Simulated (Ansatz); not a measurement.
# Calculations on CH₅InS

**1. Relaxation**

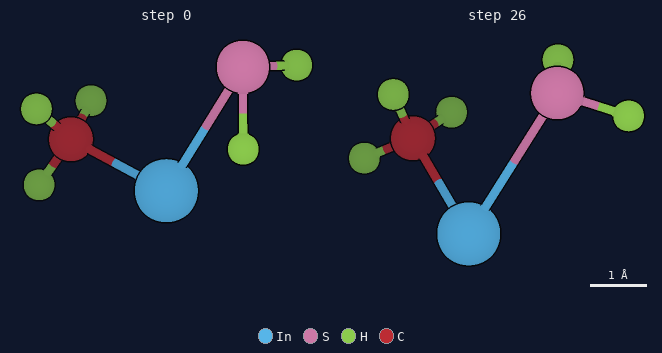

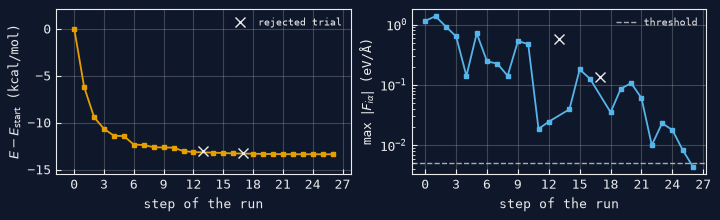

First and last geometry of a relaxation of CH5InS (started from a transition state, displaced along its imaginary mode), with the history of the run. The picture is a ball-and-stick view, seen from a free direction.

These are results of RKS PBE0-D4/def2-TZVP in Ansatz, not measurements.

Input file:
```yaml
crystal:
  periodic: [false, false, false]
  atoms:
    - {symbol: In, position_ang: [-1.098541, -0.170727, -0.502892]}
    - {symbol: S, position_ang: [1.359637, -0.723707, -1.968852]}
    - {symbol: H, position_ang: [-0.097433, -0.817541, -2.135085]}
    - {symbol: C, position_ang: [-0.447775, 0.236122, 1.533286]}
    - {symbol: H, position_ang: [1.343765, 0.546113, -2.521266]}
    - {symbol: H, position_ang: [0.127936, -0.598063, 1.927643]}
    - {symbol: H, position_ang: [0.166912, 1.138602, 1.542789]}
    - {symbol: H, position_ang: [-1.354400, 0.389202, 2.124377]}
basis:
  gaussian: {orbitals: def2-TZVP}
hamiltonian: {xc: pbe0, dispersion: d4}
relax: {f_tol: 0.005, max_steps: 200}
```

Command:
```bash
ansatz run in.yaml --threads 4 --pin off --events-out ev --progress --plain --max-ram 9574MiB
```

What do the curves and the structures tell?

Answer. It converged. After 24 accepted moves (26 points after the start) the energy has fallen by 13.4 kcal/mol. The largest force component goes from 1.2 to 0.0044 eV/Å. The line search rejected the trial steps at points 13, 17 of the run. The atom that moves furthest after the best rigid fit is H5 (1.27 Å). By element the largest moves are H 1.27 Å, In 0.94 Å, S 0.55 Å, C 0.20 Å. Near-neighbour distances that change, for instance: In1–S2 2.915 → 3.197 Å, S2–H3 1.470 → 1.342 Å, In1–C4 2.176 → 2.257 Å, S2–H5 1.385 → 1.342 Å. Among the angles between lasting bonds that change: In1–C4–H8 106.5° → 110.8°, H3–S2–H5 90.1° → 93.2°, H6–C4–H8 110.5° → 107.5°. Groups turn about In1–S2 by about 60°.

**2. Relaxation**

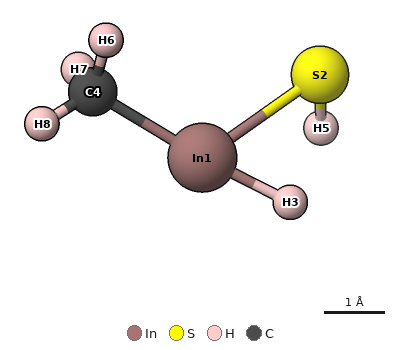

This is the input geometry for a relaxation of CH5InS (started from a transition state, displaced along its imaginary mode). The picture is a ball-and-stick view, seen at a tilt.

Level of theory: RKS PBE0-D4/def2-TZVP (Ansatz).

Input file:
```yaml
crystal:
  periodic: [false, false, false]
  atoms:
    - {symbol: In, position_ang: [-0.636125, -0.253413, -0.585824]}
    - {symbol: S, position_ang: [1.645957, -0.593486, -1.775242]}
    - {symbol: H, position_ang: [-0.691592, -0.739689, -2.165318]}
    - {symbol: C, position_ang: [-0.461827, 0.230280, 1.503611]}
    - {symbol: H, position_ang: [1.285098, 0.438885, -2.554046]}
    - {symbol: H, position_ang: [0.104173, -0.591137, 1.960574]}
    - {symbol: H, position_ang: [0.146265, 1.135041, 1.570240]}
    - {symbol: H, position_ang: [-1.391847, 0.373519, 2.046006]}
basis:
  gaussian: {orbitals: def2-TZVP}
hamiltonian: {xc: pbe0, dispersion: d4}
relax: {f_tol: 0.005, max_steps: 200}
```

Run as
```bash
ansatz run in.yaml --threads 4 --pin off --events-out ev --progress --plain --max-ram 9574MiB
```

Q: What does the optimiser find from here?

A: The atom that moves furthest after the best rigid fit is H3 (0.91 Å). Largest moves by element: H 0.91 Å, S 0.73 Å, In 0.36 Å, C 0.10 Å. Among the contacts that change: In1–S2 2.596 → 2.401 Å, In1–H3 1.654 → 1.717 Å, In1–C4 2.152 → 2.141 Å, C4–H6 1.097 → 1.091 Å. Among the angles between lasting bonds that change: S2–In1–H3 63.5° → 115.2°, H3–In1–C4 175.1° → 131.3°, In1–S2–H5 85.9° → 94.5°. Groups turn about In1–S2 by about 65°. After 10 geometry steps the energy has fallen by 133.7 kJ/mol. Largest force component: 1.4 eV/Å at the start, 0.0013 eV/Å at the end.

The structure at the end:

```xyz
8

In   -0.2995   -0.1556   -0.6719
S     1.9250    0.0428   -1.5527
H    -1.5117   -0.5368   -1.8268
C    -0.4152    0.1757    1.4398
H     1.5630   -0.2255   -2.8174
H     0.1508   -0.6009    1.9571
H     0.0339    1.1404    1.6803
H    -1.4461    0.1600    1.7916
```

The end point in the same view:

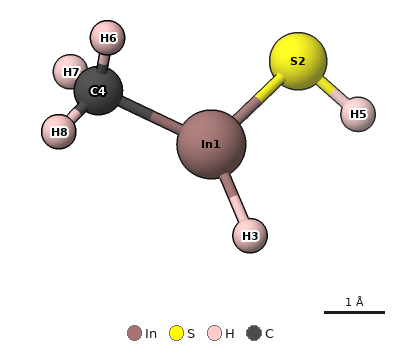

**3. Reaction**

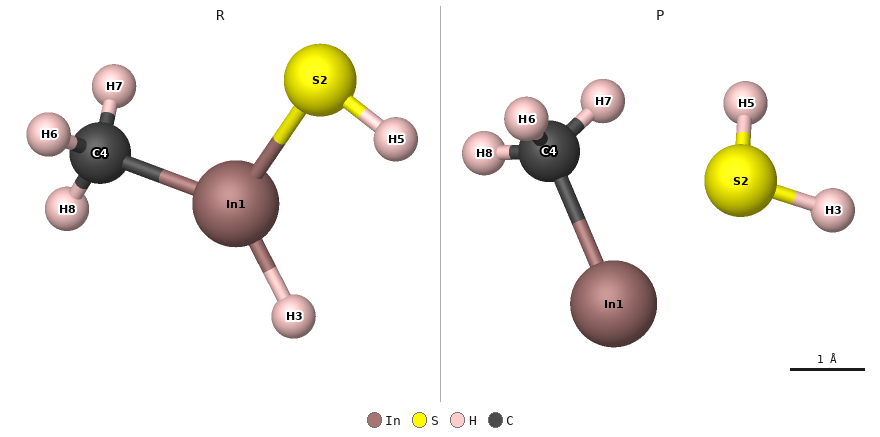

Reactant (R) and product (P) of one elementary step of CH5InS. A ball-and-stick model, seen at a tilt.

Stationary points at PBE0-D4/def2-TZVP, single-point energies with CCSD(T)/CBS, r2SCAN-D4, B3LYP-D4 (def2-TZVPP where no basis is named; Ansatz 0.2.0). The energies are electronic, without zero-point or thermal terms, and both ends are the minima reached downhill from the saddle, with any fragments still in contact. CCSD(T)/CBS stands for a frozen-core estimate: MP2 correlation extrapolated from def2-TZVPP and def2-QZVPP, CCSD(T) minus MP2 from the smaller set. Elements past krypton carry the basis set's effective core potentials.

R:
```xyz
8

In   -0.2997   -0.1643   -0.6697
S     1.9173    0.0672   -1.5612
H    -1.5101   -0.5722   -1.8174
C    -0.4120    0.1763    1.4406
H     1.5546   -0.2140   -2.8229
H     0.1694   -0.5877    1.9595
H     0.0216    1.1498    1.6741
H    -1.4410    0.1450    1.7970
```

P:
```xyz
8

In   -1.8597   -0.6379   -0.1262
S     0.8808   -0.8520   -1.7594
H     0.5210   -0.3648   -2.9569
C    -0.3951    0.2537    1.3417
H     1.2773    0.3480   -1.3073
H     0.4691   -0.3974    1.5160
H    -0.0187    1.2194    0.9821
H    -0.8746    0.4310    2.3101
```

> What is the transition state like, and how high is the barrier?

Counted by bonded pieces, R holds CH₅InS and P holds CH₃In + H₂S. From R over the saddle to P, a bond forms: S2–H3 (3.50 → 1.92 → 1.34 Å). Bonds break: In1–S2 (2.40 → 2.75 → 3.20 Å), In1–H3 (1.72 → 1.77 → 3.71 Å). The saddle has one imaginary mode, 961i cm⁻¹. With CCSD(T)/CBS the barrier is 190.8 kJ/mol from R and 117.7 kJ/mol from P, and P lies 73.1 kJ/mol above R. By Pauling bond orders of the changing bonds the saddle lies closer to R, the lower end, against what Hammond's postulate suggests.

```
      level  barrier from R (kJ/mol)  barrier from P (kJ/mol)  P less R (kJ/mol)
CCSD(T)/CBS                    190.8                    117.7               73.1
  r2SCAN-D4                    170.7                     89.6               81.1
   B3LYP-D4                    174.3                    121.8               52.4
```

Against CCSD(T)/CBS, B3LYP-D4 comes closest on the barrier from R (−16.6 kJ/mol) and r2SCAN-D4 misses most (−20.2 kJ/mol).

Saddle geometry:

```xyz
8

In   -0.8673   -0.2121   -0.5444
S     1.5028   -0.6586   -1.8720
H    -0.3945   -0.7786   -2.1502
C    -0.4548    0.2332    1.5184
H     1.3144    0.4925   -2.5377
H     0.1161   -0.5946    1.9441
H     0.1566    1.1368    1.5565
H    -1.3731    0.3814    2.0852
```

The saddle point in the same view, with dashed sticks for the bonds that form or break:

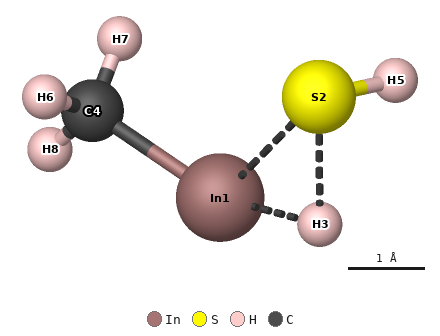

**4. Path**

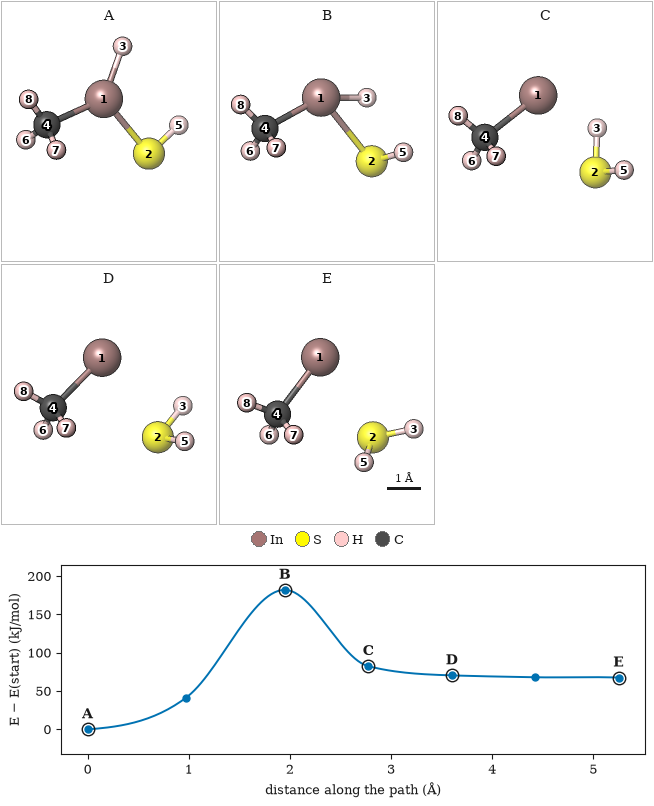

NEB run on CH$_{5}$InS. Images are numbered from 0 (start) to 6 (end). Frames A to E are images 0, 2, 3, 4, 6. Style: ball-and-stick. Shown at a tilt.

All numbers below come from RKS PBE0-D4/def2-SVP in Ansatz 0.2.0.

The input:
```yaml
crystal:
  periodic: [false, false, false]
  atoms:
    - {symbol: In, position_ang: [-0.296046, -0.147155, -0.675321]}
    - {symbol: S, position_ang: [1.936803, 0.036233, -1.538061]}
    - {symbol: H, position_ang: [-1.503334, -0.506832, -1.842263]}
    - {symbol: C, position_ang: [-0.424143, 0.168081, 1.438104]}
    - {symbol: H, position_ang: [1.581636, -0.218132, -2.807552]}
    - {symbol: H, position_ang: [0.130293, -0.618282, 1.953123]}
    - {symbol: H, position_ang: [0.032688, 1.126256, 1.689831]}
    - {symbol: H, position_ang: [-1.457796, 0.159830, 1.782140]}
basis:
  gaussian: {orbitals: def2-SVP}
hamiltonian: {xc: pbe0, dispersion: d4}
neb:
  images: 5
  climbing: true
  max_iterations: 40
  initial_path: idpp
  final_atoms:
    - {symbol: In, position_ang: [-1.910098, -0.431321, -0.216501]}
    - {symbol: S, position_ang: [0.868894, -0.970072, -1.703238]}
    - {symbol: H, position_ang: [0.626086, -0.464404, -2.922301]}
    - {symbol: C, position_ang: [-0.431833, 0.315812, 1.316912]}
    - {symbol: H, position_ang: [1.372317, 0.185633, -1.242509]}
    - {symbol: H, position_ang: [0.345146, -0.423689, 1.541914]}
    - {symbol: H, position_ang: [0.066689, 1.228695, 0.968279]}
    - {symbol: H, position_ang: [-0.937100, 0.559347, 2.257444]}
```

Run as
```bash
ansatz run in.yaml --threads 4 --pin off --events-out ev --progress --plain --max-ram 9574MiB
```

What happens along the path, and what is the barrier?

Answer. The energy climbs by 182.2 kJ/mol to image 2 and then falls by 114.6 kJ/mol, so the end point sits at +67.6 kJ/mol. Breaking: In1–H3 (1.72 → 1.77 at the top → 3.71 Å), In1–S2 (2.40 → 2.76 at the top → 3.20 Å). Forming: S2–H3 (3.50 → 1.96 at the top → 1.34 Å). The band converged in 12 iterations. The largest component of the band force went from 3 to 0.04 eV/Å. The climbing image converged on the top of the path. Its curvatures weren't checked. The largest force component is 0.30 eV/Å at the start and 0.27 eV/Å at the end; an end with forces this large is no minimum, and the barrier measured from it can be far off.

The run took 43 s on 4 threads of AMD EPYC 9R45 96-Core (shared host).
